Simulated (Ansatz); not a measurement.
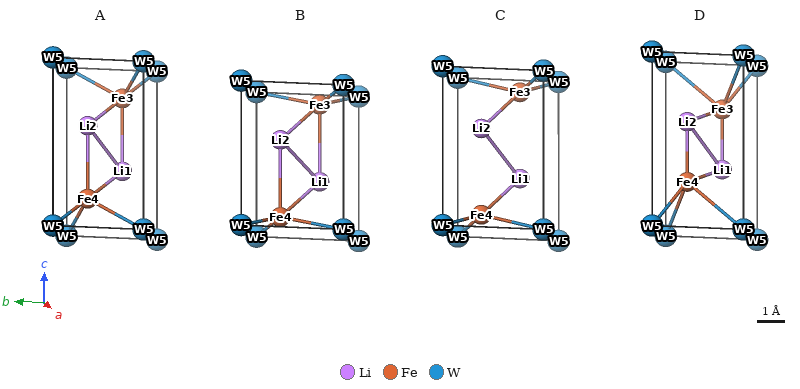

4 geometries from one relaxation of solid Li$_{2}$Fe$_{2}$W (a generated structure, set up in P-3m1) (coarse preliminary run), in shuffled order. A ball-and-stick model of the cell of the calculation, seen from a free direction.

These are results of DFT PBE, scalar-relativistic, plane waves, PAW (Ansatz), not measurements. Set-up: plane-wave cutoff 420 eV; k-point mesh 6 × 6 × 4; occupations gaussian; smearing width 0.1 eV; collinear spin; cell and atoms relaxed; force threshold 0.04 eV/Å; at most 70 steps.

### Order the frames from highest to lowest energy.

D, A, C, B. They are steps 0, 3, 6, 14, at +865 meV per atom, +274 meV per atom, +27.0 meV per atom relative to the last. After 12 accepted moves (14 points after the start) the energy has fallen by 865 meV per atom. The largest force component goes from 3.3 to 0.004 eV/Å. The pressure goes from −7.67 to 0.00 GPa. At 2 points the geometry stayed and the basis and grid were re-selected for the new cell (energy shift of 7.4 meV per atom at most each time). The largest moves relative to the cell, 1.01 Å, are those of Fe3 and Fe4. Fe3 goes along +c. By element the largest moves are Fe 1.01 Å, Li 0.01 Å. W stays in place. Cell: a = b 3.683 → 4.125 Å (+12.0 %), c 6.539 → 5.431 Å (−17.0 %). Volume +4.2 %. Near-neighbour distances that change, for instance: Li1–Fe3 4.276 → 2.531 Å, Fe3–Fe4 4.213 → 2.586 Å, Li1–Fe3 (another image) 2.263 → 2.899 Å, Li1–Fe4 2.221 → 2.826 Å. New bonds form, among them: Fe3–Fe4 (4.21 → 2.59 Å), Li1–Fe3 (4.28 → 2.53 Å), Li2–Fe4 (4.28 → 2.53 Å). Among the angles between lasting bonds that change: Fe3–W5–Fe4 97.7° → 64.2°, Fe3–W5–Fe3 82.3° → 115.8°. The space group stays P-3m1 (No. 164).
